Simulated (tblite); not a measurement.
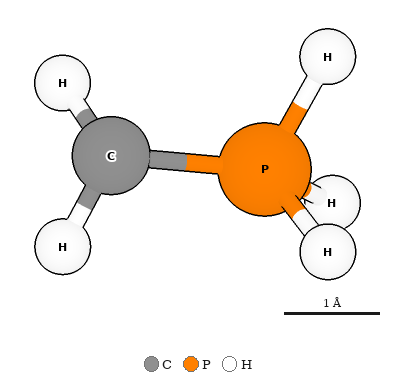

**Figure 1.** The structure as given in the input (ball-and-stick view, seen at a tilt).

**Frequency calculation, with input and output: CH₅P**

CH₅P, SMILES C=[PH3], computed with GFN2-xTB harmonic vibrations, gas phase (tblite 0.8.0).

### What the program printed
```
mode    cm-1     km/mol
  1     407.0     18.49
  2     602.5      2.97
  3     613.7     18.10
  4     767.5     82.29
  5     939.3      9.67
  6     966.2      0.44
  7    1018.2     31.31
  8    1147.8      8.55
  9    1154.4    219.76
 10    1377.9      4.08
 11    2054.5    303.77
 12    2394.3    108.19
 13    2427.3    118.90
 14    2968.6     15.38
 15    2981.0     29.93
```

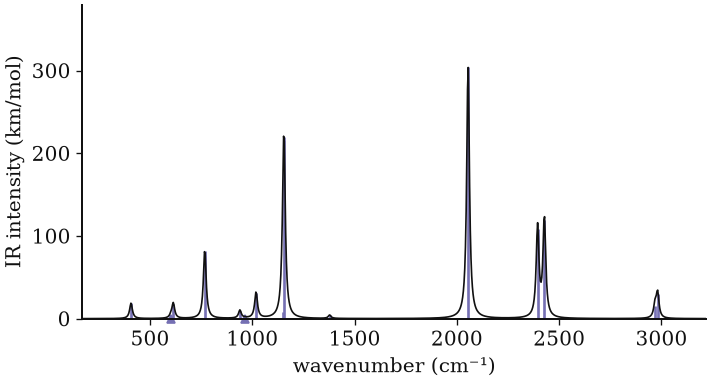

**Figure 2.** Harmonic infrared spectrum, unscaled: sticks (degenerate modes added up, dark ones marked on the axis) with a Lorentzian envelope of 16 cm⁻¹ full width, scaled to the tallest stick. 15 modes from 407 to 2981 cm⁻¹, none imaginary. The strongest line is at 2054 cm⁻¹ (304 km/mol). All modes, in cm⁻¹ (km/mol): 407 (18.5), 602 (3.0), 614 (18.1), 768 (82), 939 (9.7), 966 (0.4), 1018 (31), 1148 (8.6), 1154 (220), 1378 (4.1), 2054 (304), 2394 (108), 2427 (119), 2969 (15.4), 2981 (30).

The run was set up as follows.

### Input
```
{"job": {"kind": "ir", "xc": "GFN2-xTB", "basis": "xTB"}, "charge": 0, "multiplicity": 1}
C      1.124098     0.109215     0.172416
P     -0.554891    -0.011474    -0.003963
H      1.548659     0.743612    -0.602827
H      1.584701    -0.876616     0.176927
H     -1.130670     1.234702     0.136861
H     -1.088728    -0.696663     1.068287
H     -1.479836    -0.497872    -0.974777
```

The first line tells a small driver script what to run in tblite; the rest is the geometry in Å.

Launched with:
```bash
OMP_NUM_THREADS=1 python <driver script> task.json out
```

### Key numbers

| quantity | value |
| --- | --- |
| outcome | converged |
| total energy | −193.9675 eV |
| zero-point energy | 31.1930 kcal/mol |
| hardware | 1 CPU thread, shared host |
| peak memory | 0.18 GiB |
